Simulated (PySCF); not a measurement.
SMILES [CH2]C(=O)OCC, doublet at its B3LYP/def2-SVP optimised geometry (Å):

```
13

C      2.2834     0.9593    -0.6542
C      0.8376     1.0650    -0.7387
O      0.2458     1.9070    -1.3897
O      0.2169     0.1129     0.0000
C     -1.2193     0.1129     0.0000
C     -1.7862    -0.6526    -1.1855
H      2.7554     0.1779    -0.0566
H      2.8845     1.6821    -1.2067
H     -1.5785     1.1533     0.0000
H     -1.4995    -0.3635     0.9510
H     -1.5312    -0.1516    -2.1310
H     -1.3962    -1.6821    -1.2117
H     -2.8845    -0.7016    -1.1098
```

Method: unrestricted B3LYP/def2-TZVP (PySCF). Cells within 0.4 Å of a nucleus heavier than hydrogen are left out (blank, or x).

Map of the deformation density (molecule minus spherical neutral atoms) (e/bohr³) on the plane z = 0.0 Å:

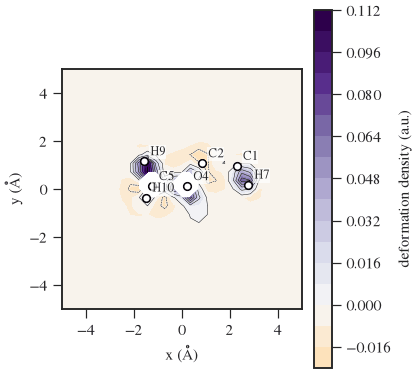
Figure. Deformation density (molecule minus spherical neutral atoms) (e/bohr³) on the plane z = 0.0 Å.
